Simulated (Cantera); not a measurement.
Input: 1 mol MgSO4, 0.18 mol CO2, 0.13 mol H2, held at 740000 Pa.

Method: chemical equilibrium by Gibbs-energy minimisation in Cantera with the NASA 1993 tables (ideal gas, pure condensed phases). Candidate condensed phases: C, C6H6, C7H8, C8H18, H2O, H2SO4, Mg, MgCO3, MgO, Mg(OH)2, MgS, MgSO4, S; 130 gas species. Mutual solubility and eutectic melting of coexisting phases are not modelled. Gases not in the tables: S3 to S7. Equilibrium is a limit: real reactors are often held back by kinetics, nucleation or transport.

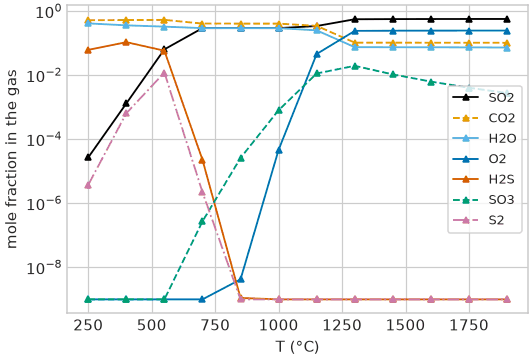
Figure. Equilibrium gas composition (values under 1e-9 drawn at 1e-9)

At 250 °C the condensed part is MgCO3(s) + MgSO4(s) + S(l). At 400 °C the condensed part is MgCO3(s) + MgSO4(s). From 550 °C to 1000 °C the condensed part is MgO(s) + MgSO4(s). At 1150 °C the condensed part is MgO(s) + MgSO4(l). From 1300 °C to 1900 °C the condensed part is MgO(s).
